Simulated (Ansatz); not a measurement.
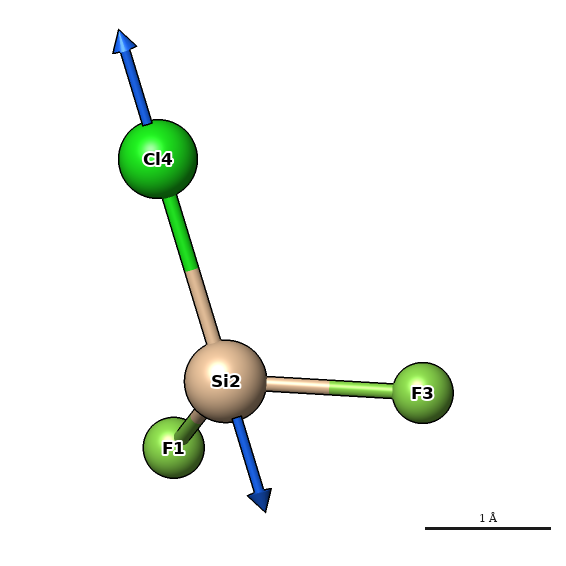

Arrows show the forces on the atoms, 0.2 Å of arrow for 1 eV/Å; forces under a tenth of the largest aren't drawn. The species is neutral and a spin doublet. Level of theory: PBE0-D4/def2-TZVP (Ansatz 0.2.0).

> Which bond do the forces act along most?

Si2–Cl4, now 1.881 Å: the forces push its atoms apart, so a first step downhill lengthens it.

List the force components in the frame of the picture (x right, y up, z towards the viewer), in eV/Å.

| atom | Fx | Fy | Fz |
| --- | --- | --- | --- |
| F1 | 0.00 | 0.00 | 0.00 |
| Si2 | 1.18 | −3.88 | −0.44 |
| F3 | 0.00 | 0.00 | 0.00 |
| Cl4 | −1.18 | 3.88 | 0.44 |
